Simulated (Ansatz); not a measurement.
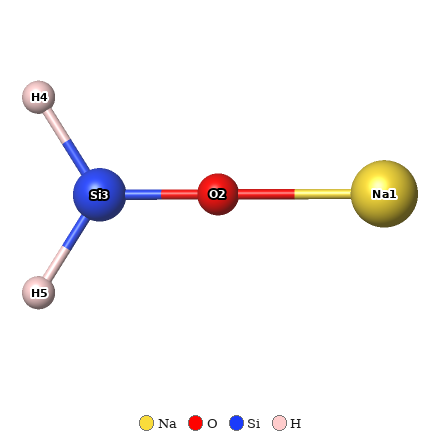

The system is H₂NaOSi, SMILES [Na][O][SiH2+], charge +1; the picture shows the reference structure. The first coordinate is: angle O2–Si3–H4; the second: angle H5–Si3–H4. Nothing is relaxed (all other coordinates rigid). Grid: 15 × 15 points; 216 points were computed and 9 follow by symmetry. Points are written as (first, second). Energies are in kcal/mol, from the lowest grid point. The calculation used RHF/def2-TZVP in Ansatz 0.2.0.

Its coordinates:

```yaml
atoms:
  - { symbol: Na, position_ang: [-2.7622, 0.1978, 0.8798] }
  - { symbol: O, position_ang: [-0.7526, 0.0539, 0.2397] }
  - { symbol: Si, position_ang: [0.6797, -0.0487, -0.2165] }
  - { symbol: H, position_ang: [1.3380, -1.3350, -0.4240] }
  - { symbol: H, position_ang: [1.4972, 1.1320, -0.4790] }
```

Range: angle O2–Si3–H4 from 97.1 to 147.1°; angle H5–Si3–H4 from 70.8 to 160.8°.

**Predict the map.**

The lowest grid point is at (122.1°, 115.8°). No other kind of well shows on this grid. The highest grid point, (147.1°, 160.8°), lies 102.0 kcal/mol above the lowest. Round the minimum the valley is somewhat tilted: raising angle O2–Si3–H4 shifts the best value of angle H5–Si3–H4 downwards (coupling k₁₂/√(k₁₁k₂₂) about 0.5).

```
angle H5–Si3–H4 ↓, angle O2–Si3–H4 →  97.1  100.7  104.3  107.8  111.4  115.0  118.6  122.1  125.7  129.3  132.8  136.4  140.0  143.6  147.1
                               160.8  28.4   28.2   28.9   30.5   33.0   36.5   40.9   46.1   52.4   59.6   67.4   76.0   85.0   93.9  102.0
                               154.3  22.0   21.0   20.9   21.7   23.3   25.9   29.3   33.6   38.9   45.1   52.2   60.3   69.4   79.2   89.1
                               147.9  17.3   15.6   14.8   14.8   15.6   17.3   19.8   23.1   27.4   32.6   38.6   45.8   53.9   63.1   72.9
                               141.5  14.1   11.8   10.3    9.6    9.7   10.6   12.3   14.7   18.0   22.2   27.1   33.1   40.2   48.2   57.0
                               135.0  12.5    9.5    7.4    6.1    5.5    5.6    6.5    8.1   10.6   13.8   17.8   22.7   28.5   35.3   42.9
                               128.6  12.3    8.8    6.1    4.2    3.0    2.5    2.7    3.6    5.3    7.7   10.7   14.7   19.4   25.1   31.5
                               122.2  13.5    9.6    6.3    3.9    2.1    1.0    0.6    0.9    1.9    3.5    5.8    8.9   12.7   17.3   22.6
                               115.8  16.3   11.8    8.1    5.2    2.9    1.3    0.3    0.0    0.3    1.3    2.9    5.2    8.2   11.9   16.3
                               109.3  20.6   15.7   11.5    8.2    5.4    3.2    1.8    0.9    0.7    1.0    2.0    3.6    5.9    8.8   12.3
                               102.9  26.4   21.1   16.5   12.7    9.5    6.9    5.0    3.6    2.9    2.7    3.1    4.1    5.7    7.9   10.7
                                96.5  33.8   28.1   23.2   19.0   15.4   12.4   10.0    8.2    7.0    6.3    6.2    6.7    7.7    9.3   11.4
                                90.0  43.1   37.0   31.7   27.2   23.2   19.9   17.1   14.9   13.2   12.1   11.5   11.5   11.9   13.0   14.5
                                83.6  53.9   47.6   42.0   37.2   32.9   29.2   26.0   23.5   21.5   19.9   19.0   18.4   18.4   19.0   19.9
                                77.2  66.3   59.8   54.1   49.1   44.5   40.5   37.1   34.3   31.9   30.1   28.7   27.8   27.4   27.4   27.9
                                70.8  79.9   73.5   67.8   62.7   58.1   54.0   50.4   47.4   44.8   42.6   41.0   39.7   38.9   38.6   38.7
```

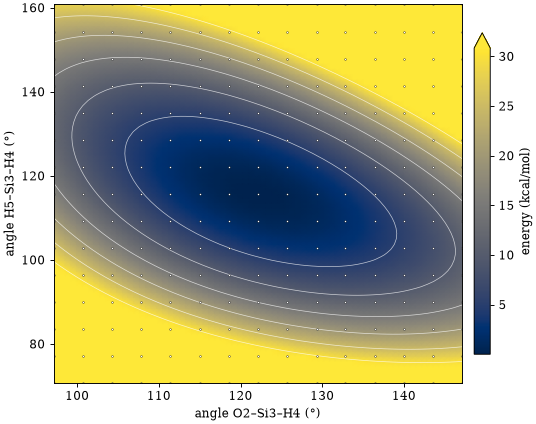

In the figure: a smooth colour map with a few white contour lines, dots at the grid points, one colour for all values above the top of the scale. Between grid points the surface is interpolated.

Each point was launched as `ansatz run input.yaml --threads 1 --pin off --max-ram 2560MiB --backend cpu --events-out ev --progress --plain --runs-dir out`. Time for the 216 points that were run: 4.6 min on 1 thread of Arm Neoverse V2, on a shared host.
